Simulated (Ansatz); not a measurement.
# AsO (quartet): wB97M-V, B2PLYP over vertical spin and charge gaps, def2-QZVPP

How well do these functionals follow the top wave-function level for AsO (quartet) over vertical spin and charge gaps?

Method: def2-QZVPP, all electrons in the functionals, frozen cores in the correlation of double hybrids and RPA; program: Ansatz 0.2.0, Gaussian basis.

To be run: wB97M-V, B2PLYP, at charge 0, quartet; charge 0, doublet; charge 0, sextet; charge 1, triplet; charge 1, quintet.

10 further runs of the same task are left out: 10 set aside as unsound or not needed.

**1. The geometry**

The geometry is a PBE0/def2-TZVP stationary point (not a proven minimum). No spin-orbit coupling is included. The filled d shell of As may be among the frozen orbitals whatever the setting's name suggests; the logs give the count.

2 atoms, charge 0, spin multiplicity 4.

Atoms are counted from 1 here; the program's logs count them from 0.

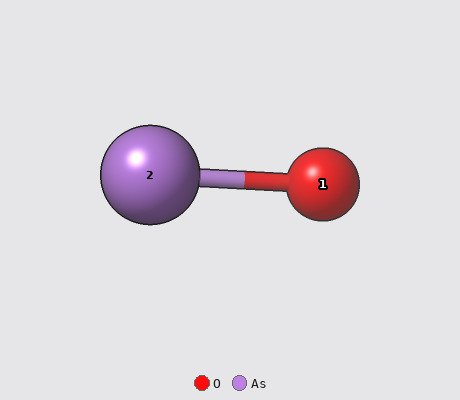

The geometry (oxygen red, arsenic purple); atoms are numbered from 1 in the order of the file.

Coordinates:

```xyz
2
charge 0, multiplicity 4
O     0.00000    0.00000    0.00000
As    0.00000    0.00000    1.85510
```

No dispersion term is added; wB97M-V holds VV10 nonlocal correlation.

The geometry shown and the zero of energy belong to the point charge 0, quartet. The yardstick, RCCSD(T), and other wave-function levels (R restricted, U unrestricted, valence and pair active spaces) come from earlier runs.

**2. wB97M-V, charge 0, quartet**

in.yaml

```yaml
crystal:
  periodic: [false, false, false]
  atoms:
    - {symbol: O, position_ang: [0.000000, 0.000000, 0.000000]}
    - {symbol: As, position_ang: [0.000000, 0.000000, 1.855100]}
basis:
  gaussian: {orbitals: "def2-QZVPP.json"}
magnetization: {spin_polarized: true, initial_magnetization: 3}
hamiltonian: {xc: {name: wB97M-V}}
output: {orbitals: {seedname: orbitals}}
```

The run is started by

```sh
ansatz run in.yaml --threads 1 --pin off --events-out ev --progress --plain --max-ram 2393MiB
```

Standard output, shortened:

```text
Functional definition: wB97M-V
  name "wB97M-V"
  cite "Mardirossian & Head-Gordon, J. Chem. Phys. 144, 214110 (2016) doi:10.1063/1.4952647"
  cite "Becke, J. Chem. Phys. 107, 8554 (1997) doi:10.1063/1.475007"
  cite "Vydrov & Van Voorhis, J. Chem. Phys. 133, 244103 (2010) doi:10.1063/1.3521275"
  # Of w^i u^j: cxij and so on, Table III.
[...]
  gx(w, u) = 1 - cx + cx01*u + cx10*w
  gss(w, u) = css00 + css04*u^4 + css10*w + css20*w^2 + css43*w^4*u^3
  gos(w, u) = cos00 + cos10*w + (cos20 + cos21*u)*w^2 + (cos60 + cos61*u)*w^6
[...]
      + integral(e_c_pw_mod_opposite_spin*gos(b97_w_opposite, b97_u_opposite)) + vv10(b, c)
697 factors; their error is unknown
119 factors; integrals over basis functions are off by at most 7.8e-5 eV
[...]
mean field -62882.94206070 eV, -2310.9054971418 hartree, gradient 3.9e-5 eV, S^2 3.758671; 4 other end points of the search recorded, 0 dependent functions left out
reference -62882.94209225 eV, -2310.9054983013 hartree; 22, 19 occupied and 124, 127 virtual orbitals, 697 factors
Total energy: -62882.94209225 eV, -2310.9054983013 hartree
```

Wall time 18 s (1 thread of Intel Xeon 6975P-C, shared host); peak memory 0.41 GiB.

From the report: ⟨S²⟩ of the determinant 3.759 (pure quartet: 3.75).

**3. wB97M-V, charge 0, doublet**

in.yaml: that of step 2 with these lines changed.

```diff
@@ -7,3 +7,3 @@
   gaussian: {orbitals: "def2-QZVPP.json"}
-magnetization: {spin_polarized: true, initial_magnetization: 3}
+magnetization: {spin_polarized: true, initial_magnetization: 1}
 hamiltonian: {xc: {name: wB97M-V}}
```

Launched as before.

Standard output, shortened:

```text
Functional definition: wB97M-V
  name "wB97M-V"
  cite "Mardirossian & Head-Gordon, J. Chem. Phys. 144, 214110 (2016) doi:10.1063/1.4952647"
  cite "Becke, J. Chem. Phys. 107, 8554 (1997) doi:10.1063/1.475007"
  cite "Vydrov & Van Voorhis, J. Chem. Phys. 133, 244103 (2010) doi:10.1063/1.3521275"
  # Of w^i u^j: cxij and so on, Table III.
[...]
  gx(w, u) = 1 - cx + cx01*u + cx10*w
  gss(w, u) = css00 + css04*u^4 + css10*w + css20*w^2 + css43*w^4*u^3
  gos(w, u) = cos00 + cos10*w + (cos20 + cos21*u)*w^2 + (cos60 + cos61*u)*w^6
[...]
      + integral(e_c_pw_mod_opposite_spin*gos(b97_w_opposite, b97_u_opposite)) + vv10(b, c)
697 factors; their error is unknown
119 factors; integrals over basis functions are off by at most 7.8e-5 eV
[...]
mean field -62884.35466000 eV, -2310.9574092083 hartree, gradient 2.2e-6 eV, S^2 0.782238; 2 other end points of the search recorded, 0 dependent functions left out
reference -62884.35469246 eV, -2310.9574104013 hartree; 21, 20 occupied and 125, 126 virtual orbitals, 697 factors
Total energy: -62884.35469246 eV, -2310.9574104013 hartree
```

It took 18 s on 1 thread of Intel Xeon 6975P-C, shared host; peak memory 0.5 GiB.

From the report: ⟨S²⟩ of the determinant 0.782 (pure doublet: 0.75).

From charge 0, quartet: -1.413 eV.

**4. wB97M-V, charge 0, sextet**

in.yaml: that of step 3 with these lines changed.

```diff
@@ -7,3 +7,3 @@
   gaussian: {orbitals: "def2-QZVPP.json"}
-magnetization: {spin_polarized: true, initial_magnetization: 1}
+magnetization: {spin_polarized: true, initial_magnetization: 5}
 hamiltonian: {xc: {name: wB97M-V}}
```

The command is unchanged.

Standard output, shortened:

```text
Functional definition: wB97M-V
  name "wB97M-V"
  cite "Mardirossian & Head-Gordon, J. Chem. Phys. 144, 214110 (2016) doi:10.1063/1.4952647"
  cite "Becke, J. Chem. Phys. 107, 8554 (1997) doi:10.1063/1.475007"
  cite "Vydrov & Van Voorhis, J. Chem. Phys. 133, 244103 (2010) doi:10.1063/1.3521275"
  # Of w^i u^j: cxij and so on, Table III.
[...]
  gx(w, u) = 1 - cx + cx01*u + cx10*w
  gss(w, u) = css00 + css04*u^4 + css10*w + css20*w^2 + css43*w^4*u^3
  gos(w, u) = cos00 + cos10*w + (cos20 + cos21*u)*w^2 + (cos60 + cos61*u)*w^6
[...]
      + integral(e_c_pw_mod_opposite_spin*gos(b97_w_opposite, b97_u_opposite)) + vv10(b, c)
697 factors; their error is unknown
119 factors; integrals over basis functions are off by at most 7.8e-5 eV
[...]
mean field -62876.94663562 eV, -2310.6851693338 hartree, gradient 7.3e-6 eV, S^2 8.757191; 4 other end points of the search recorded, 0 dependent functions left out
reference -62876.94666588 eV, -2310.6851704458 hartree; 23, 18 occupied and 123, 128 virtual orbitals, 697 factors
Total energy: -62876.94666588 eV, -2310.6851704458 hartree
```

Wall time 28 s (1 thread of Intel Xeon 6975P-C, shared host); peak memory 0.49 GiB.

From the report: ⟨S²⟩ of the determinant 8.757 (pure sextet: 8.75).

From charge 0, quartet: +5.995 eV.

**5. wB97M-V, charge 1, triplet**

in.yaml: that of step 4 with these lines changed.

```diff
@@ -7,3 +7,4 @@
   gaussian: {orbitals: "def2-QZVPP.json"}
-magnetization: {spin_polarized: true, initial_magnetization: 5}
+total_charge: 1
+magnetization: {spin_polarized: true, initial_magnetization: 2}
 hamiltonian: {xc: {name: wB97M-V}}
```

Launched as before.

Standard output, shortened:

```text
Functional definition: wB97M-V
  name "wB97M-V"
  cite "Mardirossian & Head-Gordon, J. Chem. Phys. 144, 214110 (2016) doi:10.1063/1.4952647"
  cite "Becke, J. Chem. Phys. 107, 8554 (1997) doi:10.1063/1.475007"
  cite "Vydrov & Van Voorhis, J. Chem. Phys. 133, 244103 (2010) doi:10.1063/1.3521275"
  # Of w^i u^j: cxij and so on, Table III.
[...]
  gx(w, u) = 1 - cx + cx01*u + cx10*w
  gss(w, u) = css00 + css04*u^4 + css10*w + css20*w^2 + css43*w^4*u^3
  gos(w, u) = cos00 + cos10*w + (cos20 + cos21*u)*w^2 + (cos60 + cos61*u)*w^6
[...]
      + integral(e_c_pw_mod_opposite_spin*gos(b97_w_opposite, b97_u_opposite)) + vv10(b, c)
697 factors; their error is unknown
119 factors; integrals over basis functions are off by at most 7.8e-5 eV
[...]
mean field -62873.77658517 eV, -2310.5686721286 hartree, gradient 9.2e-6 eV, S^2 2.012921; 4 other end points of the search recorded, 0 dependent functions left out
reference -62873.77661982 eV, -2310.5686734020 hartree; 21, 19 occupied and 125, 127 virtual orbitals, 697 factors
Total energy: -62873.77661982 eV, -2310.5686734020 hartree
```

Wall time 23 s (1 thread of Intel Xeon 6975P-C, shared host); peak memory 0.52 GiB.

From the report: ⟨S²⟩ of the determinant 2.013 (pure triplet: 2.00).

From charge 0, quartet: +9.165 eV.

**6. wB97M-V, charge 1, quintet**

in.yaml: that of step 5 with these lines changed.

```diff
@@ -8,3 +8,3 @@
 total_charge: 1
-magnetization: {spin_polarized: true, initial_magnetization: 2}
+magnetization: {spin_polarized: true, initial_magnetization: 4}
 hamiltonian: {xc: {name: wB97M-V}}
```

The command is unchanged.

Standard output, shortened:

```text
Functional definition: wB97M-V
  name "wB97M-V"
  cite "Mardirossian & Head-Gordon, J. Chem. Phys. 144, 214110 (2016) doi:10.1063/1.4952647"
  cite "Becke, J. Chem. Phys. 107, 8554 (1997) doi:10.1063/1.475007"
  cite "Vydrov & Van Voorhis, J. Chem. Phys. 133, 244103 (2010) doi:10.1063/1.3521275"
  # Of w^i u^j: cxij and so on, Table III.
[...]
  gx(w, u) = 1 - cx + cx01*u + cx10*w
  gss(w, u) = css00 + css04*u^4 + css10*w + css20*w^2 + css43*w^4*u^3
  gos(w, u) = cos00 + cos10*w + (cos20 + cos21*u)*w^2 + (cos60 + cos61*u)*w^6
[...]
      + integral(e_c_pw_mod_opposite_spin*gos(b97_w_opposite, b97_u_opposite)) + vv10(b, c)
697 factors; their error is unknown
119 factors; integrals over basis functions are off by at most 7.8e-5 eV
[...]
mean field -62870.77143053 eV, -2310.4582347326 hartree, gradient 1.5e-5 eV, S^2 6.011234; 2 other end points of the search recorded, 0 dependent functions left out
reference -62870.77146388 eV, -2310.4582359581 hartree; 22, 18 occupied and 124, 128 virtual orbitals, 697 factors
Total energy: -62870.77146388 eV, -2310.4582359581 hartree
```

Run time: 22 s. Hardware: 1 thread of Intel Xeon 6975P-C, shared host; peak memory 0.49 GiB.

From the report: ⟨S²⟩ of the determinant 6.011 (pure quintet: 6.00).

From charge 0, quartet: +12.171 eV.

**7. B2PLYP, charge 0, quartet**

in.yaml

```yaml
crystal:
  periodic: [false, false, false]
  atoms:
    - {symbol: O, position_ang: [0.000000, 0.000000, 0.000000]}
    - {symbol: As, position_ang: [0.000000, 0.000000, 1.855100]}
basis:
  gaussian: {orbitals: "def2-QZVPP.json"}
magnetization: {spin_polarized: true, initial_magnetization: 3}
hamiltonian: {xc: {name: B2PLYP}}
correlation: {electrons: outside_noble_gas}
```

Launched as before.

Standard output, shortened:

```text
Functional definition: B2PLYP
  name "B2PLYP"
  cite "Grimme, J. Chem. Phys. 124, 034108 (2006) doi:10.1063/1.2148954"
  cite "Becke, Phys. Rev. A 38, 3098 (1988) doi:10.1103/PhysRevA.38.3098"
  cite "Lee, Yang & Parr, Phys. Rev. B 37, 785 (1988) doi:10.1103/PhysRevB.37.785"
[...]
956 factors; integrals over basis functions are off by at most 1.1e-3 eV
[...]
mean field -62871.90777161 eV, -2310.4999944968 hartree, gradient 1.2e-6 eV, S^2 3.766345; 4 other end points of the search recorded, 0 dependent functions left out
15 core orbitals not correlated: weight in the atoms' cores, before any rotation towards them, 0.999 or more for the frozen orbitals, at most 0.001 for the correlated occupied ones
reference -62871.90788259 eV, -2310.4999985753 hartree; 7, 4 occupied and 124, 127 virtual orbitals, 956 factors
second order -9.85133562 eV of doubles, -0.00000000 eV of singles
Total energy: -62874.56774321 eV, -2310.5977466501 hartree
```

Wall time 12 s (1 thread of Intel Xeon 6975P-C, shared host); peak memory 0.36 GiB.

From the report: ⟨S²⟩ of the determinant 3.766 (pure quartet: 3.75).

**8. B2PLYP, charge 0, doublet**

in.yaml: that of step 7 with these lines changed.

```diff
@@ -7,3 +7,3 @@
   gaussian: {orbitals: "def2-QZVPP.json"}
-magnetization: {spin_polarized: true, initial_magnetization: 3}
+magnetization: {spin_polarized: true, initial_magnetization: 1}
 hamiltonian: {xc: {name: B2PLYP}}
```

Same command.

Standard output, shortened:

```text
Functional definition: B2PLYP
  name "B2PLYP"
  cite "Grimme, J. Chem. Phys. 124, 034108 (2006) doi:10.1063/1.2148954"
  cite "Becke, Phys. Rev. A 38, 3098 (1988) doi:10.1103/PhysRevA.38.3098"
  cite "Lee, Yang & Parr, Phys. Rev. B 37, 785 (1988) doi:10.1103/PhysRevB.37.785"
[...]
956 factors; integrals over basis functions are off by at most 1.1e-3 eV
[...]
mean field -62872.81018739 eV, -2310.5331576650 hartree, gradient 3.3e-6 eV, S^2 1.373553; 5 other end points of the search recorded, 0 dependent functions left out
15 core orbitals not correlated: weight in the atoms' cores, before any rotation towards them, 0.999 or more for the frozen orbitals, at most 0.001 for the correlated occupied ones
reference -62872.81030072 eV, -2310.5331618300 hartree; 6, 5 occupied and 125, 126 virtual orbitals, 956 factors
second order -11.56387630 eV of doubles, -0.00000000 eV of singles
Total energy: -62875.93254732 eV, -2310.6479022763 hartree
```

Run time: 16 s. Hardware: 1 thread of Intel Xeon 6975P-C, shared host; peak memory 0.46 GiB.

From the report: ⟨S²⟩ of the determinant 1.374 (pure doublet: 0.75). The determinant is far from a pure spin state, so its energy mixes those of several spin states (harmless only where they are near-degenerate, as at dissociation).

From charge 0, quartet: -1.365 eV.

**9. B2PLYP, charge 0, sextet**

in.yaml: that of step 8 with these lines changed.

```diff
@@ -7,3 +7,3 @@
   gaussian: {orbitals: "def2-QZVPP.json"}
-magnetization: {spin_polarized: true, initial_magnetization: 1}
+magnetization: {spin_polarized: true, initial_magnetization: 5}
 hamiltonian: {xc: {name: B2PLYP}}
```

The command is unchanged.

Standard output, shortened:

```text
Functional definition: B2PLYP
  name "B2PLYP"
  cite "Grimme, J. Chem. Phys. 124, 034108 (2006) doi:10.1063/1.2148954"
  cite "Becke, Phys. Rev. A 38, 3098 (1988) doi:10.1103/PhysRevA.38.3098"
  cite "Lee, Yang & Parr, Phys. Rev. B 37, 785 (1988) doi:10.1103/PhysRevB.37.785"
[...]
956 factors; integrals over basis functions are off by at most 1.1e-3 eV
[...]
mean field -62866.22522830 eV, -2310.2911648821 hartree, gradient 1.7e-6 eV, S^2 8.760406; 6 other end points of the search recorded, 0 dependent functions left out
15 core orbitals not correlated: weight in the atoms' cores, before any rotation towards them, 0.999 or more for the frozen orbitals, at most 0.001 for the correlated occupied ones
reference -62866.22533819 eV, -2310.2911689206 hartree; 8, 3 occupied and 123, 128 virtual orbitals, 956 factors
second order -8.48564700 eV of doubles, -0.00000000 eV of singles
Total energy: -62868.51646288 eV, -2310.3753661999 hartree
```

Wall time 28 s (1 thread of Intel Xeon 6975P-C, shared host); peak memory 0.42 GiB.

From the report: ⟨S²⟩ of the determinant 8.760 (pure sextet: 8.75).

From charge 0, quartet: +6.051 eV.

**10. B2PLYP, charge 1, triplet**

in.yaml: that of step 9 with these lines changed.

```diff
@@ -7,3 +7,4 @@
   gaussian: {orbitals: "def2-QZVPP.json"}
-magnetization: {spin_polarized: true, initial_magnetization: 5}
+total_charge: 1
+magnetization: {spin_polarized: true, initial_magnetization: 2}
 hamiltonian: {xc: {name: B2PLYP}}
```

The command is unchanged.

Standard output, shortened:

```text
Functional definition: B2PLYP
  name "B2PLYP"
  cite "Grimme, J. Chem. Phys. 124, 034108 (2006) doi:10.1063/1.2148954"
  cite "Becke, Phys. Rev. A 38, 3098 (1988) doi:10.1103/PhysRevA.38.3098"
  cite "Lee, Yang & Parr, Phys. Rev. B 37, 785 (1988) doi:10.1103/PhysRevB.37.785"
[...]
956 factors; integrals over basis functions are off by at most 1.1e-3 eV
[...]
mean field -62862.73404322 eV, -2310.1628661967 hartree, gradient 1.6e-6 eV, S^2 2.021858; 6 other end points of the search recorded, 0 dependent functions left out
15 core orbitals not correlated: weight in the atoms' cores, before any rotation towards them, 1.000 or more for the frozen orbitals, at most 0.000 for the correlated occupied ones
reference -62862.73415560 eV, -2310.1628703268 hartree; 6, 4 occupied and 125, 127 virtual orbitals, 956 factors
second order -10.04224036 eV of doubles, -0.00000000 eV of singles
Total energy: -62865.44556050 eV, -2310.2625126189 hartree
```

Run time: 17 s. Hardware: 1 thread of Intel Xeon 6975P-C, shared host; peak memory 0.46 GiB.

From the report: ⟨S²⟩ of the determinant 2.022 (pure triplet: 2.00).

From charge 0, quartet: +9.122 eV.

**11. B2PLYP, charge 1, quintet**

in.yaml: that of step 10 with these lines changed.

```diff
@@ -8,3 +8,3 @@
 total_charge: 1
-magnetization: {spin_polarized: true, initial_magnetization: 2}
+magnetization: {spin_polarized: true, initial_magnetization: 4}
 hamiltonian: {xc: {name: B2PLYP}}
```

Launched as before.

Standard output, shortened:

```text
Functional definition: B2PLYP
  name "B2PLYP"
  cite "Grimme, J. Chem. Phys. 124, 034108 (2006) doi:10.1063/1.2148954"
  cite "Becke, Phys. Rev. A 38, 3098 (1988) doi:10.1103/PhysRevA.38.3098"
  cite "Lee, Yang & Parr, Phys. Rev. B 37, 785 (1988) doi:10.1103/PhysRevB.37.785"
[...]
956 factors; integrals over basis functions are off by at most 1.1e-3 eV
[...]
mean field -62860.37054426 eV, -2310.0760092120 hartree, gradient 6.7e-7 eV, S^2 6.019483; 6 other end points of the search recorded, 0 dependent functions left out
15 core orbitals not correlated: weight in the atoms' cores, before any rotation towards them, 0.998 or more for the frozen orbitals, at most 0.001 for the correlated occupied ones
reference -62860.37065786 eV, -2310.0760133868 hartree; 7, 3 occupied and 124, 128 virtual orbitals, 956 factors
second order -7.26610406 eV of doubles, -0.00000000 eV of singles
Total energy: -62862.33250596 eV, -2310.1481099745 hartree
```

It took 12 s on 1 thread of Intel Xeon 6975P-C, shared host; peak memory 0.37 GiB.

From the report: ⟨S²⟩ of the determinant 6.019 (pure quintet: 6.00).

From charge 0, quartet: +12.235 eV.

**12. Against the wave-function levels**

No level is safe as a reference over these points; RCCSD(T) serves as a yardstick only. It comes from earlier runs at the same points. Energies in eV, counted from charge 0, quartet; blanks weren't run or aren't comparable.

| level | quartet to doublet | quartet to sextet | ionisation to the triplet cation | ionisation to the quintet cation |
| --- | --- | --- | --- | --- |
| RCCSD(T) | -1.863 | 5.842 | 9.151 | 12.143 |
| wB97M-V | -1.413 | 5.995 | 9.165 | 12.171 |
| B2PLYP | -1.365 | 6.051 | 9.122 | 12.235 |

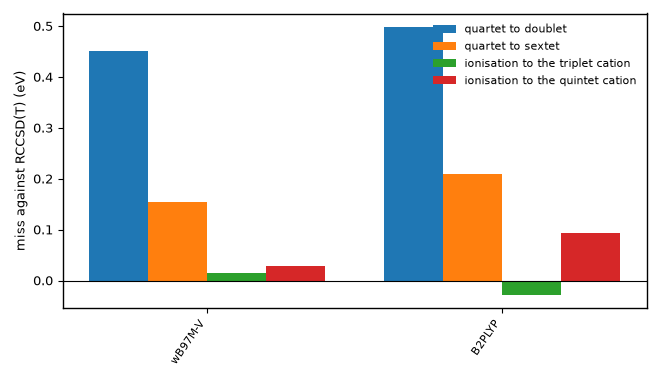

Misses of the gaps against RCCSD(T).

Largest miss and mean time a point (RCCSD(T) took 1.7 min a point; shared hosts):

| level | largest miss (eV) | where | time a point |
| --- | --- | --- | --- |
| wB97M-V | +0.451 | quartet to doublet | 22 s |
| B2PLYP | +0.498 | quartet to doublet | 17 s |

**13. Summary of results**

| quantity | value |
| --- | --- |
| quartet to doublet, RCCSD(T) | -1.863 eV |
| quartet to sextet, RCCSD(T) | 5.842 eV |
| ionisation to the triplet cation, RCCSD(T) | 9.151 eV |
| ionisation to the quintet cation, RCCSD(T) | 12.143 eV |
| largest miss, wB97M-V | +0.451 eV (quartet to doublet) |
| largest miss, B2PLYP | +0.498 eV (quartet to doublet) |

Of the functionals, wB97M-V keep the smallest largest miss at the points compared (at most 0.451 eV) and B2PLYP strays most (0.498 eV, at quartet to doublet). B2PLYP clearly breaks the spin symmetry at some points (⟨S²⟩ up to 0.62 above the pure value), so energy there is bought with a mixed spin. Functionals and the yardstick converge differently with the basis, so part of each miss in def2-QZVPP is the basis. The yardstick itself may be off where one determinant is a poor start.
